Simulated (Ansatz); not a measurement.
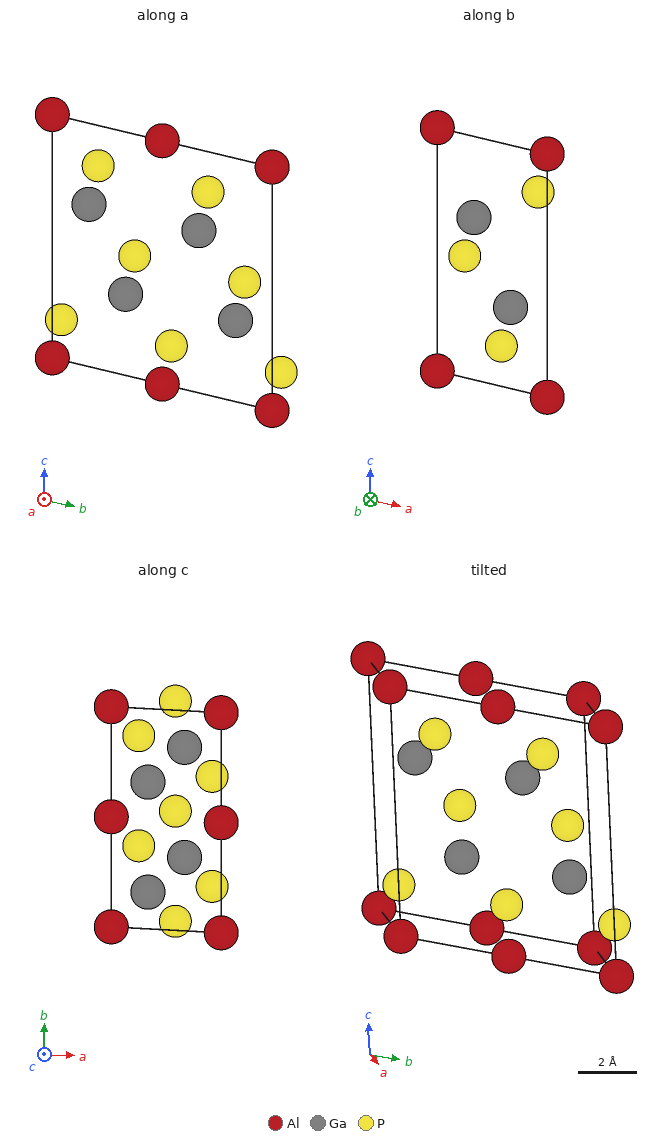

The image is a spheres-only drawing of a crystal, viewed along the a axis, along the b axis, along the c axis and slightly off an axis. The frame is the unit cell; atoms at its boundary are shown with their periodic copies.

Lattice parameters: a = 3.9132 Å, b = 7.8240 Å, c = 8.6478 Å, α = 103.087°, β = 103.072°, γ = 90.005°.

Record the structure as a CIF in P1 with every atom of the cell, with free fractional coordinates to two decimals.

```cif
data_structure
_symmetry_space_group_name_H-M 'P 1'
_symmetry_Int_Tables_number 1
_cell_length_a 3.9132
_cell_length_b 7.8240
_cell_length_c 8.6478
_cell_angle_alpha 103.087
_cell_angle_beta 103.072
_cell_angle_gamma 90.005
_cell_volume 250.84
loop_
_atom_site_label
_atom_site_type_symbol
_atom_site_fract_x
_atom_site_fract_y
_atom_site_fract_z
_atom_site_occupancy
Al1 Al 0.00 0.00 0.00 1
Al2 Al 0.00 0.50 0.00 1
Ga1 Ga 0.33 0.17 0.67 1
Ga2 Ga 0.33 0.67 0.67 1
Ga3 Ga 0.67 0.83 0.33 1
Ga4 Ga 0.67 0.33 0.33 1
P1 P 0.92 0.21 0.83 1
P2 P 0.92 0.71 0.83 1
P3 P 0.58 0.04 0.17 1
P4 P 0.58 0.54 0.17 1
P5 P 0.25 0.88 0.50 1
P6 P 0.25 0.37 0.50 1
```

Starting structure: a structure type filled with these elements by a generator (whether the compound takes this form wasn't checked). The picture shows the end point of a geometry optimisation with Ansatz 0.2.0, DFT PBE, scalar-relativistic, plane waves, PAW.
